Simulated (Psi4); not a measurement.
# UMP3/def2-SVPD (core potential) run of SnH2ClO (SMILES [OH][SnH][Cl])

Aim: the vertical doublet–quartet gap of SnH2ClO at UMP3/def2-SVPD (core potential), from 2 runs. 

Program for the calculation: Psi4 1.11.

1 further run of the same task is left out (set aside as unsound or not needed).

## 1. The structure to begin with

SnH2ClO has 5 atoms, charge 0, and is taken as a doublet. As SMILES, `[OH][SnH][Cl]`. Geometry: relaxed at PBE0-D4/def2-TZVP. This is one conformer, not always the lowest.

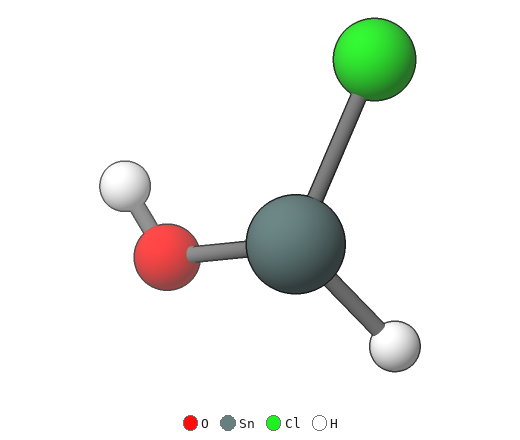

Viewed from a chosen angle; oxygen red, tin teal, chlorine green, hydrogen white.

## 2. A single-point energy at UMP3/def2-SVPD (core potential)

Contents of input.json:

```json
{
  "schema_name": "qcschema_input",
  "schema_version": 1,
  "molecule": {
    "schema_name": "qcschema_molecule",
    "schema_version": 2,
    "symbols": ["O", "Sn", "Cl", "H", "H"],
    "geometry": [-2.42565245, 0.13171391, -1.01534985, 1.28255712, 0.22449946, -0.89894272, 2.38729101, -2.33891402, 2.56171273, -3.1242842, -1.4938285, -0.60131085, 1.97419688, 3.33763428, -0.12434398],
    "molecular_charge": 0,
    "molecular_multiplicity": 2,
    "fix_symmetry": "c1"
  },
  "driver": "energy",
  "model": {
    "method": "mp3",
    "basis": "def2-SVPD"
  },
  "keywords": {
    "reference": "uhf",
    "puream": true,
    "e_convergence": 1e-09,
    "d_convergence": 1e-08,
    "scf_type": "pk",
    "num_frozen_docc": 10,
    "maxiter": 200,
    "mp_type": "conv"
  }
}
```

Command:

```console
$ psi4 --qcschema input.json -n 1 --memory 1600MB
```

stdout:

```text
[...]
    !!!  WARNING: ECP capability is in beta. Please check occupations closely.  !!!
[...]
  Running in c1 symmetry.
[...]
  Nuclear repulsion =  175.205929753138093
[...]
  Multiplicity = 2
[...]
  Nalpha       = 25
  Nbeta        = 24
[...]
    Number of basis functions: 98
[...]
   @UHF iter   1:  -748.56706228975247   -1.70413e+00   5.91505e-03 ADIIS/DIIS
[...]
   @UHF iter  15:  -748.71607103347117   -1.37561e-11   9.65936e-09 DIIS
[...]
   @S^2 Observed:                7.623316499E-01
[...]
    Orbital Energies [Eh]
    ---------------------
    Alpha Occupied:
       1A   -104.790916     2A    -20.564831     3A    -10.551355
       4A     -8.027120     5A     -8.023480     6A     -8.023186
       7A     -5.921001     8A     -4.112055     9A     -4.108955
      10A     -4.105985    11A     -1.398649    12A     -1.380636
      13A     -1.376039    14A     -1.372997    15A     -1.371502
      16A     -1.279196    17A     -1.070882    18A     -0.710967
      19A     -0.620121    20A     -0.539178    21A     -0.518245
      22A     -0.501794    23A     -0.465335    24A     -0.457284
      25A     -0.358680
    Alpha Virtual:
[...]
  @UHF Final Energy:  -748.71607103347117
   => Energetics <=
    Nuclear Repulsion Energy =            175.2059297531380935
    One-Electron Energy =               -1465.1205239580476700
    Two-Electron Energy =                 541.1985231714382962
    Total Energy =                       -748.7160710334711666
  UHF NO Occupations:
  HONO-2 :   23  A 1.9987505
  HONO-1 :   24  A 1.9958993
[...]
 Multipole Moments:
 ------------------------------------------------------------------------------------
     Multipole            Electronic (a.u.)      Nuclear  (a.u.)        Total (a.u.)
 ------------------------------------------------------------------------------------
 L = 1.  Multiply by 2.5417464519 to convert [e a0] to [Debye]
 Dipole X            :          8.0067934           -7.6774618            0.3293316
 Dipole Y            :         17.5719496          -17.4966484            0.0753012
 Dipole Z            :        -25.6842403           24.8941231           -0.7901172
 Magnitude           :                                                    0.8593106
[...]
	SCS-MP2 Total Energy (a.u.)        :  -749.15119228057699
	SOS-MP2 Total Energy (a.u.)        :  -749.14370030283567
[...]
	SOS-PI-MP2 Total Energy (a.u.)     :  -749.17659486201751
[...]
	MP2 Total Energy (a.u.)            :  -749.16617623605941
[...]
	SCS-MP3 Total Energy (a.u.)        :  -749.15546378608894
[...]
	MP3 Total Energy (a.u.)            :  -749.18326225810733
[...]
```

The result, in JSON:

```text
{
 "driver": "energy",
 "model": {
  "method": "mp3",
  "basis": "def2-SVPD"
 },
 "success": true,
 "return_result": -749.1832622581073,
 "properties": {
  "calcinfo_nbasis": 98,
  "calcinfo_nmo": 98,
  "calcinfo_nalpha": 25,
  "calcinfo_nbeta": 24,
  "calcinfo_natom": 5,
  "nuclear_repulsion_energy": 175.2059297531381,
  "return_energy": -749.1832622581073,
  "scf_one_electron_energy": -1465.1205239580477,
  "scf_two_electron_energy": 541.1985231714383,
  "scf_dipole_moment": [0.3293315984968608, 0.07530123702384373, -0.7901171666154667],
  "scf_total_energy": -748.7160710334712,
  "scf_iterations": 15,
  "mp2_same_spin_correlation_energy": -0.12115961076935503,
  "mp2_opposite_spin_correlation_energy": -0.32894559181885524,
  "mp2_singles_energy": 0.0,
  "mp2_doubles_energy": -0.4501052025882103,
  "mp2_correlation_energy": -0.45010520258824727,
  "mp2_total_energy": -749.1661762360594
 }
}
```

Run time: 18 s. Hardware: 1 thread of Intel Xeon Platinum 8488C (Sapphire Rapids), shared host; peak memory 0.75 GiB.

## 3. The quartet, same level

Contents of job.py:

```python
import psi4

psi4.set_memory(1600000000)
psi4.set_num_threads(1)
psi4.core.set_output_file('run.log', False)

mol = psi4.geometry("""
0 4
O     -1.283600     0.069700    -0.537300
Sn     0.678700     0.118800    -0.475700
Cl     1.263300    -1.237700     1.355600
H     -1.653300    -0.790500    -0.318200
H      1.044700     1.766200    -0.065800
symmetry c1
""")

options = {'reference': 'uhf', 'puream': True, 'e_convergence': 1e-09, 'd_convergence': 1e-08, 'scf_type': 'pk', 'num_frozen_docc': 10, 'maxiter': 200, 'mp_type': 'conv'}
psi4.set_options(options)

result = psi4.energy("mp3/def2-SVPD")
print('E =', round(result, 9))
```

Command:

```console
$ python job.py
```

run.log:

```text
[...]
    !!!  WARNING: ECP capability is in beta. Please check occupations closely.  !!!
[...]
  Running in c1 symmetry.
[...]
  Nuclear repulsion =  175.205929457982222
[...]
  Multiplicity = 4
[...]
  Nalpha       = 26
  Nbeta        = 23
[...]
    Number of basis functions: 98
[...]
   @UHF iter   1:  -748.20875948376670   -1.25368e+00   6.89941e-03 DIIS/ADIIS
[...]
   @UHF iter  37:  -748.47253087025956   -5.77529e-11   7.89413e-09 DIIS
[...]
   @S^2 Observed:                3.765881927E+00
[...]
    Orbital Energies [Eh]
    ---------------------
    Alpha Occupied:
       1A   -104.933892     2A    -20.547712     3A    -10.697131
       4A     -8.186983     5A     -8.166414     6A     -8.162204
       7A     -5.877746     8A     -4.068493     9A     -4.065513
      10A     -4.061273    11A     -1.361656    12A     -1.341795
      13A     -1.332707    14A     -1.330188    15A     -1.328382
      16A     -1.261504    17A     -1.232371    18A     -0.723297
      19A     -0.665103    20A     -0.646448    21A     -0.593339
      22A     -0.553324    23A     -0.512640    24A     -0.495871
      25A     -0.354922    26A     -0.163232
    Alpha Virtual:
[...]
  @UHF Final Energy:  -748.47253087025956
   => Energetics <=
    Nuclear Repulsion Energy =            175.2059294579822222
    One-Electron Energy =               -1463.8157708812616420
    Two-Electron Energy =                 540.1373105530199155
    Total Energy =                       -748.4725308702595612
  UHF NO Occupations:
  HONO-2 :   24  A 1.0000000
  HONO-1 :   25  A 1.0000000
[...]
 Multipole Moments:
 ------------------------------------------------------------------------------------
     Multipole            Electronic (a.u.)      Nuclear  (a.u.)        Total (a.u.)
 ------------------------------------------------------------------------------------
 L = 1.  Multiply by 2.5417464519 to convert [e a0] to [Debye]
 Dipole X            :          8.3387437           -7.6774618            0.6612819
 Dipole Y            :         16.0646572          -17.4966484           -1.4319913
 Dipole Z            :        -23.7941631           24.8941231            1.0999600
 Magnitude           :                                                    1.9229677
[...]
	SCS-MP2 Total Energy (a.u.)        :  -748.88940172071545
	SOS-MP2 Total Energy (a.u.)        :  -748.88131370497206
[...]
	SOS-PI-MP2 Total Energy (a.u.)     :  -748.91275853841148
[...]
	MP2 Total Energy (a.u.)            :  -748.90557775220236
[...]
	SCS-MP3 Total Energy (a.u.)        :  -748.89477288876765
[...]
	MP3 Total Energy (a.u.)            :  -748.92706242441091
[...]
```

On the terminal:

```text
E = -748.927062424
```

Run time: 19 s. Hardware: 1 thread of Intel Xeon Platinum 8488C (Sapphire Rapids), shared host; peak memory 0.75 GiB.

## 4. Outcome

Level: UMP3/def2-SVPD (core potential), 10 core orbitals frozen.

| quantity | value |
| --- | --- |
| doublet: total energy | -749.18326 Eh |
| doublet: HOMO energy (Hartree–Fock orbitals) (highest over α and β) | -9.76 eV |
| doublet: LUMO energy (Hartree–Fock orbitals) (lowest over α and β) | -0.49 eV |
| doublet: correlation energy (10 core orbitals frozen) | -467.2 mEh |
| doublet: ⟨S²⟩ of the reference determinant | 0.762 |
| quartet: total energy | -748.92706 Eh |
| quartet: HOMO energy (Hartree–Fock orbitals) (highest over α and β) | -4.44 eV |
| quartet: LUMO energy (Hartree–Fock orbitals) (lowest over α and β) | -3.32 eV |
| quartet: correlation energy (10 core orbitals frozen) | -454.5 mEh |
| quartet: ⟨S²⟩ of the reference determinant | 3.766 |
| vertical energy of the quartet above the doublet | 6.972 eV |

At this shape the quartet lies 6.97 eV (673 kJ/mol) above the doublet.
